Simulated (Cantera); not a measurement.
Feed: 1 mol HMDSO, 18 mol N2O, equilibrated at 1.33 mbar.

Method: chemical equilibrium by Gibbs-energy minimisation in Cantera with the NASA 1993 tables (ideal gas, pure condensed phases). Candidate condensed phases: C, C6H6, C7H8, C8H18, H2O, Si, SiC, SiO2, Si2N2O, Si3N4; 151 gas species. The feed counts by its element totals alone. The tables hold silica as quartz up to 1696 K and as liquid above; real silica turns to tridymite and cristobalite and melts near 1996 K. Kinetics and transport are ignored.

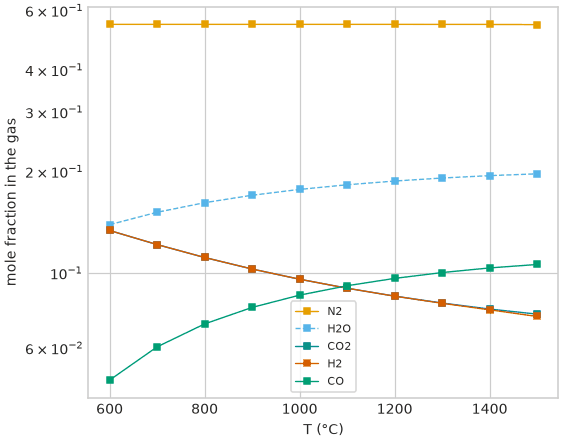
Figure: Equilibrium gas composition (values under 1e-9 drawn at 1e-9)

Q: Read off the mole fractions at 600 °C.

A: N2 about 0.55, H2O about 0.14, CO2 about 0.13, H2 about 0.13, CO about 0.048.
